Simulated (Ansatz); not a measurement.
# Mo wire along [111], 13 atoms a period: bands along the axis, part 2 of 2

Wanted: the relaxed geometry and the bands of the Mo wire along [111], 13 atoms a period.

Ansatz 0.2.0; DFT PBE, plane waves, PAW; relaxation of a wire's period; PAW set soft_1 (the session's first sound run).

So far: The starting structure; Relaxation of atoms and period.

## Step 2: Relaxation of atoms and period (continued)

Step by step:

```
step  energy less that of the first step (eV)  largest force component (eV/Å)  pressure (GPa)  volume (Å³)
   1                                   0.0000                          2.9468           -6.83       626.23
   2                                  -3.6403                          0.5602           -1.53       608.05
   3                                  -3.6603                          0.4272            1.99       600.63
   4                                  -3.7920                          0.0803           -0.19       604.15
   5                                  -3.7944                          0.0224           -0.03       604.18
  6*                                  -3.7926                          0.0223           -0.03       604.18
```

Relaxation steps marked * repeat the geometry before them on a plane-wave basis chosen anew for their cell, so energy and pressure can jump there.

The run keeps the 4 symmetry operations that it works with, so distortions that break them were not tested.

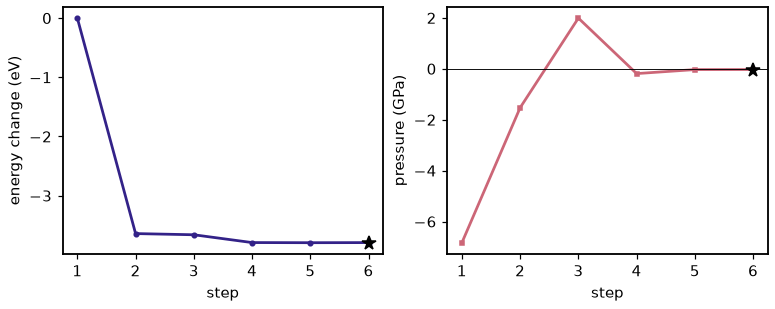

Energy and pressure along the relaxation. Stars mark steps on a basis chosen anew.

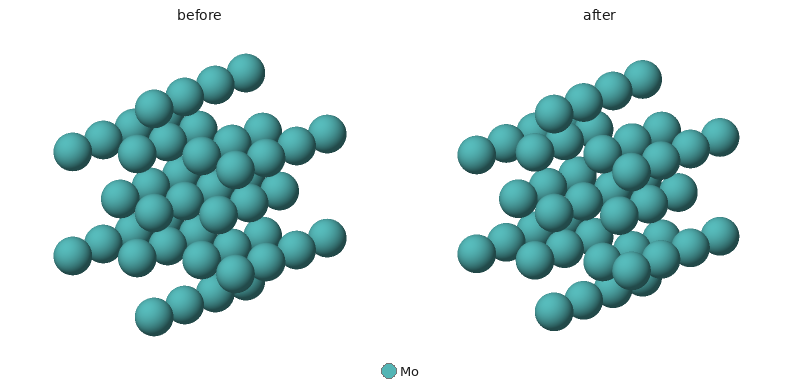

Before and after, at one scale.

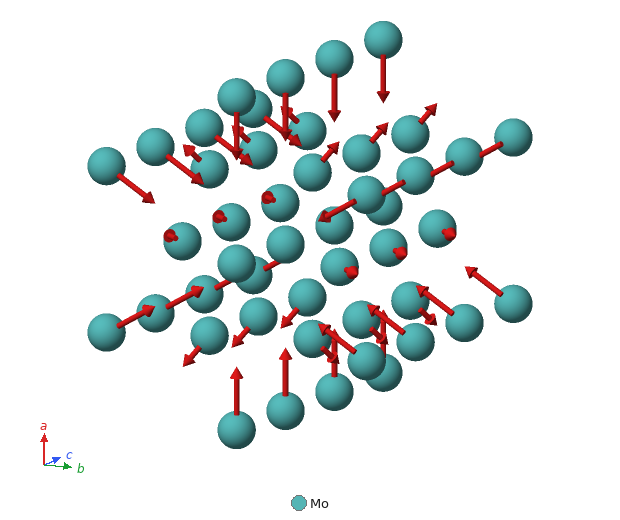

Displacements in the relaxation, exaggerated, measured against the changing cell; the longest in the cell stands for 0.22 Å. 1×1×3 cells are drawn. Some periodic images of atoms are drawn too.

```
cell as run  before  after  change
      c (Å)   2.737  2.640  -3.5 %
```

The atoms that moved most (Å, along periodic axes as changes of fractional coordinates times the final cell, across vacuum about the mean position):

```
atom      dx      dy      dz  length
 Mo1   0.221   0.000   0.000   0.221
Mo13  -0.221   0.000   0.000   0.221
Mo11   0.111   0.190  -0.004   0.220
 Mo2   0.111  -0.190   0.004   0.220
Mo12  -0.111   0.190  -0.004   0.220
 Mo4  -0.111  -0.190   0.004   0.220
 Mo7   0.082  -0.047  -0.074   0.120
Mo10   0.082   0.047   0.074   0.120
```

This step gave:

* energy at zero smearing: -64411.9623 eV
* cell length along the wire: 2.640 Å

The cell's length comes to 2.640 Å with spin left out.

## Step 3: Bands of the perfect wire

This step: DFT PBE, plane waves, PAW; bands of a perfect wire; PAW set soft_1 (Ansatz 0.2.0).

At the relaxed period the bands are computed along the axis; those that cross an energy going forward count the channels that a perfect wire would open there.

input.yaml reads:

```yaml
crystal:
  lattice:
    - [15.738, 0.0, 0.0]
    - [0.0, 14.54, 0.0]
    - [0.0, 0.0, 2.6403136919]
  atoms:
    - { symbol: Mo, position: [0.230082775, 0.500013328, 0.0] }
    - { symbol: Mo, position: [0.365089927, 0.753116698, 0.00138502] }
    - { symbol: Mo, position: [0.49999459, 0.500013328, 0.0] }
    - { symbol: Mo, position: [0.634899253, 0.753116698, 0.00138502] }
    - { symbol: Mo, position: [0.352833122, 0.408026313, 0.305485363] }
    - { symbol: Mo, position: [0.49999459, 0.683889626, 0.307427641] }
    - { symbol: Mo, position: [0.647156058, 0.408026313, 0.305485363] }
    - { symbol: Mo, position: [0.352833122, 0.592000343, 0.694514637] }
    - { symbol: Mo, position: [0.49999459, 0.31613703, 0.692572359] }
    - { symbol: Mo, position: [0.647156058, 0.592000343, 0.694514637] }
    - { symbol: Mo, position: [0.365089927, 0.246909958, 0.99861498] }
    - { symbol: Mo, position: [0.634899253, 0.246909958, 0.99861498] }
    - { symbol: Mo, position: [0.769906405, 0.500013328, 0.0] }
kpoints:
  mp_grid: { grid: [1, 1, 31] }
  band_path: { path: ["Γ", Z], npoints: 90 }
scf:
  occupations: { method: fermi_dirac, width: 0.05 }
hamiltonian:
  xc: pbe
  pseudopotentials: { kind: paw, azcp: { folder: soft_1 } }
output:
  dos: { e_range: [-5, 4] }
  write_potential: true
  write_density: true
  volumetric_format: npy
```

Command:

```sh
$ ansatz run input.yaml --threads 4 --pin off --max-ram 16384MiB --backend cpu --events-out ev --progress --plain --runs-dir out
```

Numbers of over 12 decimals in the logs are rounded to 6 here.

Log:

```text
[...]
Crystal: 13 atoms, lattice volume = 604.184 Å³
Basis set: ecut = 420 eV, 11885 PW (Γ)
Bands: 110, of which v1, the nominal top of the filled ones, is band 91 counted from 1 (90 counted from 0)
Symmetry: 4 space group operations
[...]
k-points: 16 of 31
[...]
SCF iter   1: F=—  HF=-64424.516005 eV  |F-HF|=—  |Δ(HF+E_count)|=         —  Δρ=6.00e-2  dr2=1.02e2  ethr=3.10e-3  ⟨swp⟩=9.4  Hψ=8454  notcnv=0  defer=1
[...]
SCF iter  11: F=-64412.018620 eV  HF=-64412.018620 eV  |F-HF|=2.42e-8  |Δ(HF+E_count)|=   4.83e-8  Δρ=2.15e-6  dr2=6.27e-8  ethr=5.49e-11  ⟨swp⟩=12.2  Hψ=6412  notcnv=0
SCF 1 converged in 11 iterations: F = -64412.018620 eV  dr2 = 6.27e-8
[...]
NSCF: frozen V_eff on 91 k-points
WARN: The output density's exchange-correlation potential varies sharply where the density is thin. Do not read a vacuum level from v_tot or v_xc, or from such a field of the output density. On a cell that repeats whose density bears no net charge and no dipole along the vacuum's axis use v_es (v_loc + v_h of the components); under efield.dipole_correction with no amplitude use v_es + v_field, which holds any externa [...]
SCF converged after 11 iterations
Free energy (F): -64412.018620 eV
[...]
Internal energy: -64411.911888 eV  (E = F + TS)
E sigma→0 (E₀):  -64411.965254 eV
Entropy (-TS):   -0.106732 eV (-8.210 meV/atom)
Fermi energy:    4.647713 eV
[...]
--- Band table (eV; the first three rows and the last of 16) ---
  k-point 0: bands = [... 87 lower, 3.9543, 3.9591, 4.9981, 5.1355, 5.1751, 5.1842, 5.2709, 5.3074, ... 15 higher]
  k-point 1: bands = [... 87 lower, 3.9309, 3.9467, 4.9854, 5.1201, 5.1597, 5.1676, 5.2332, 5.2569, ... 15 higher]
  k-point 2: bands = [... 87 lower, 3.8512, 3.9487, 4.9461, 5.0534, 5.0839, 5.0925, 5.1257, 5.1552, ... 15 higher]
  k-point 15: bands = [... 87 lower, 4.8027, 4.8051, 5.1834, 5.4556, 5.4875, 5.7168, 6.0257, 6.0286, ... 15 higher]
```

It took 1.9 min on 4 threads of Arm Neoverse V1, shared host; peak memory 3.3 GiB.

In the SCF lines HF is the Harris–Foulkes energy and dr2 the Hartree energy of the density residual, in eV; the loop may stop once dr2 is under the threshold and the program's other checks hold. Hψ counts applications of the Hamiltonian.

Numbers from this step:

```yaml
energy_at_zero_smearing: -64411.9653 eV
band_gap: 0 eV
```

Electronic bands along the path, in eV, zero at the Fermi level; # counts the bands kept:

```
point    #34    #35    #36    #37   #38   #39   #40   #41
    Γ  -1.22  -0.70  -0.69  -0.69  0.35  0.49  0.53  0.54
    Z  -0.29  -0.29   0.16   0.16  0.56  0.80  0.84  1.07
```

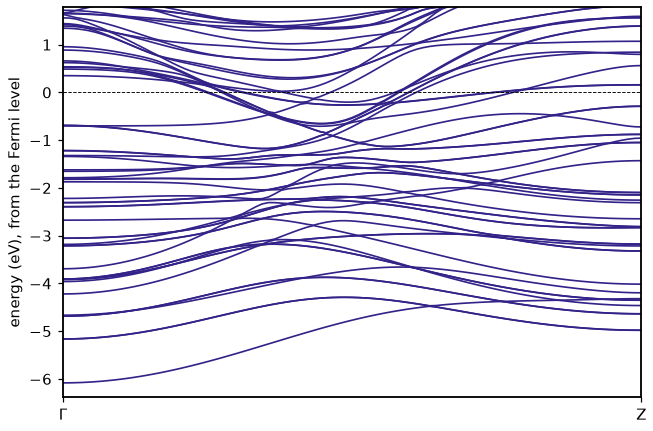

Electronic bands along the path.

Between Γ and Z the bands cross the Fermi level 18 times, so a perfect wire would conduct at least 18 G₀, with spin left out.

## Step 4: Outcome

```yaml
cell_length_pbe: 2.640 Å
ballistic_conductance_by_band_crossings_a_lower_bound_pbe: 18 G₀
```

In words: Under PBE the cell's length is 2.64 Å, and the bands cross the Fermi level 18 times between Γ and Z, which gives a perfect wire at least 18 G₀ (opposite crossings within one step of the path cancel in such a count). No spin was allowed, though thin wires with open d shells can turn magnetic.

[Logs are printed without paths, hosts, clocks, repeated set-up lines and the standing remarks that a program may print on its own settings, such as how far it seeks lower states.]

[Hosts, paths, dates, database ids (printed as entryN), source tags and the programs' standing remarks are cut or masked in the printed files.]
